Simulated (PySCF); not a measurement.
## A study: C5H3FOS, SMILES `O=C(F)c1ccsc1`

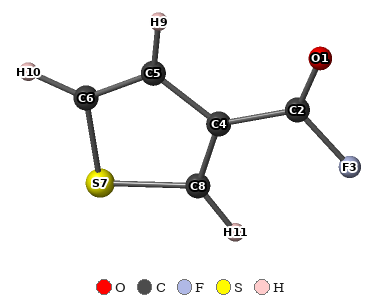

The molecule, with its atoms numbered as below. No frequency check shows the geometry to be a minimum.

Cartesian coordinates (Å):

```
O1      -2.5403   -0.9847    0.0000
C2      -1.7684   -0.0863    0.0000
F3      -2.2456    1.2014    0.0000
C4      -0.3194   -0.1153    0.0000
C5       0.4247   -1.3310    0.0000
C6       1.7586   -1.1132    0.0000
S7       2.1431    0.5692    0.0000
C8       0.4945    0.9908    0.0000
H9      -0.0427   -2.2982    0.0000
H10      2.5520   -1.8334    0.0000
H11      0.1945    2.0202    0.0000
```

Part 1: Removing or adding an electron

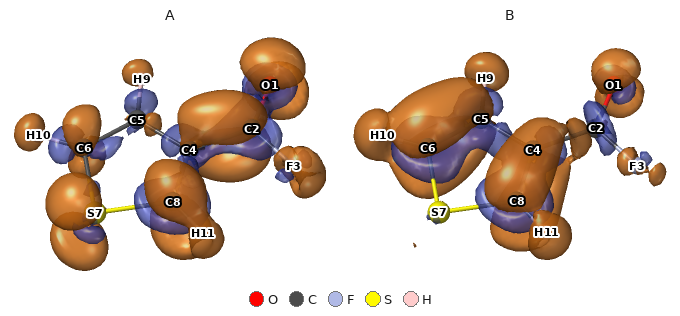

The two Fukui functions at ±0.02 e/Å³ (orange positive, blue negative).

Computed with PySCF, B3LYP/6-311G**, geometry: GFN2-xTB.

Which panel is f⁻ (electron removed) and which f⁺ (electron added)?

Answer. A is f⁺, B is f⁻. f⁻ (Hirshfeld-condensed) is largest on S7 (0.17), C6 (0.17) and C8 (0.15); the vertical ionisation energy is 9.63 eV (the stability of the cation's solution wasn't checked). f⁺ (Hirshfeld-condensed) is largest on S7 (0.23), O1 (0.14) and C8 (0.13); the vertical electron affinity is −0.17 eV (the stability of the anion's solution wasn't checked; negative, but this basis has no diffuse functions, so it doesn't show that the anion is unbound).

What chemical potential and hardness follow from the two energies?

Answer. μ = −(I + A)/2 = −4.73 eV and η = I − A = 9.79 eV.

Part 2: Magnetic shielding

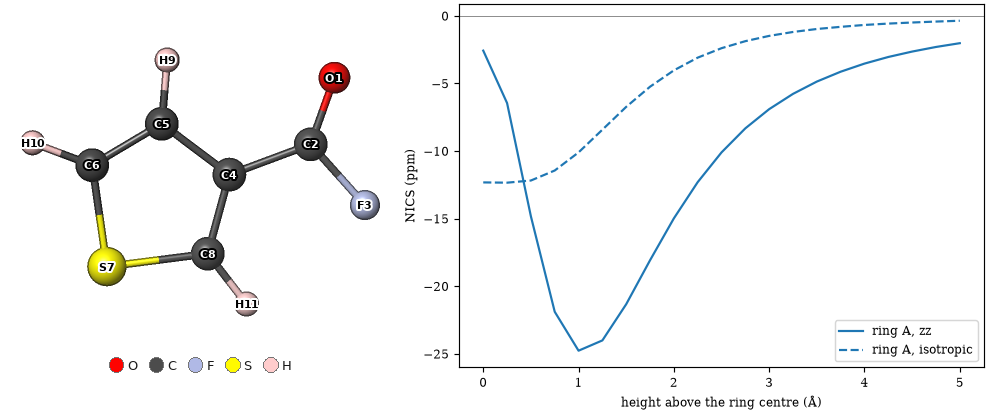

GIAO NICS scans along the ring normals; ring A: 5-membered ring C4/C5/C6/S7/C8.

PySCF calculation, PBE/6-31G*, gas phase; geometry: GFN2-xTB.

Read the scans.

Answer. Ring A is strongly diatropic (aromatic): NICSzz reaches −24.8 ppm at 1.00 Å; NICS(0) = −12.3, NICS(1) = −10.1, NICS(1)zz = −24.8 ppm.

What absolute proton shieldings does the same calculation give?

Answer. From 24.7 ppm (H11) to 25.5 ppm (H10).

Part 3: The π system

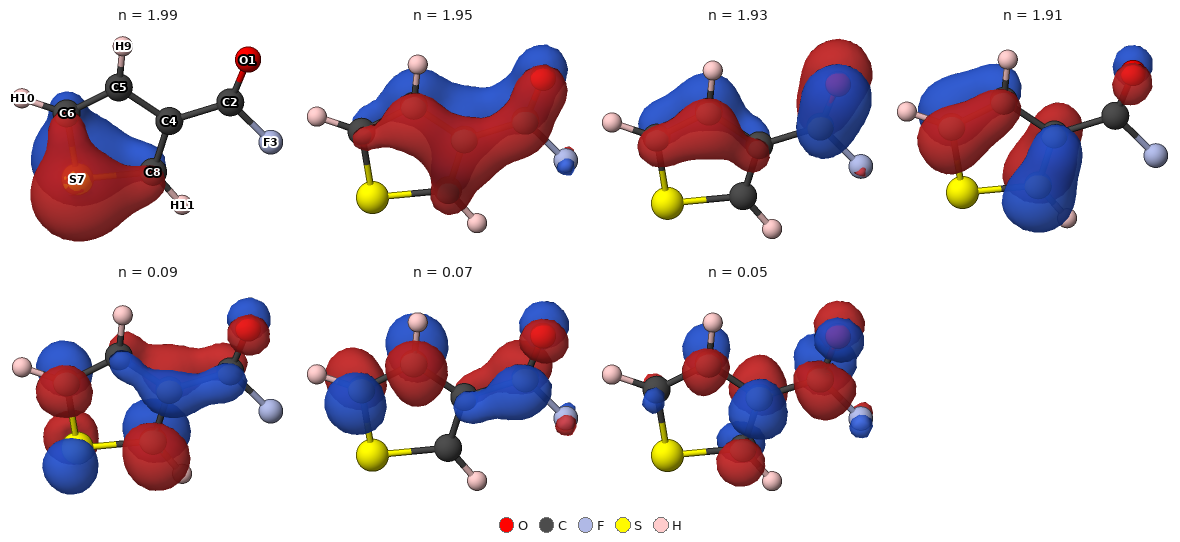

Natural orbitals of the π active space, CASSCF(8,7), singlet state, in order of falling occupation.

PySCF calculation, def2-SVP basis, gas phase; geometry: GFN2-xTB.

How multiconfigurational is the state?

Answer. The leading determinant weighs 0.90; the effective number of unpaired electrons, Σ n²(2−n)², is 0.12; the most occupied of the weakly occupied orbitals holds 0.09 e, as in an ordinary closed-shell π system. The active space lowers the energy by 2.16 eV against Hartree–Fock.

Where does the lowest triplet lie relative to the singlet, at this geometry and within this active space?

Answer. 4.13 eV above it by strongly contracted NEVPT2 (+3.75 eV by CASSCF); a small basis tends to put such gaps a few tenths of an eV too high. This is a vertical energy for π states alone; a state that uses lone pairs or σ orbitals may lie lower.
